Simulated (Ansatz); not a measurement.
Input

```
crystal:
  periodic: [false, false, false]
  atoms:
    - {symbol: Cu, position_ang: [-0.572347, -0.997959, 1.033603]}
    - {symbol: Cu, position_ang: [0.914023, -0.758589, -0.990444]}
    - {symbol: Sn, position_ang: [-1.299195, 0.637733, -0.878655]}
    - {symbol: Sn, position_ang: [0.957519, 1.118815, 0.835496]}
basis:
  gaussian: {orbitals: def2-TZVP, initial_orbitals: start.molden}
total_charge: 1
magnetization: {spin_polarized: true, initial_magnetization: 1}
hamiltonian: {xc: pbe0, dispersion: d4}
scf: {omitted_lower_state_checks: [starts]}
output: {orbitals: {seedname: orbitals}}
```

Run with:

```sh
ansatz run in.yaml --threads 4 --pin off --events-out ev --progress --plain --max-ram 4787MiB
```

Geometry: PBE-D4/def2-SVP; core potentials replace the inner electrons of Sn.

Level of theory: UKS PBE0-D4/def2-TZVP (Ansatz 0.2.0).

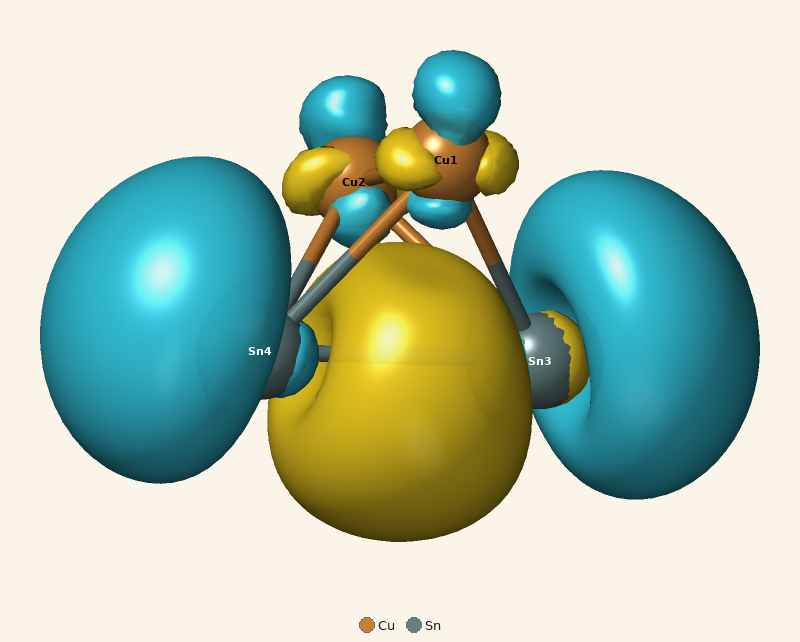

Cu₂Sn₂ (charge +1, doublet). The LUMO (β) at ±0.08 Å⁻³ᐟ² (yellow and cyan are the two phases), seen at a tilt.

> Where does this orbital lie, and at what energy?

By Hirshfeld shares it lies mainly on Sn4 (about 45 %), Sn3 (about 45 %), Cu2 (about 5 %) and Cu1 (about 5 %). Its energy is −8.06 eV.
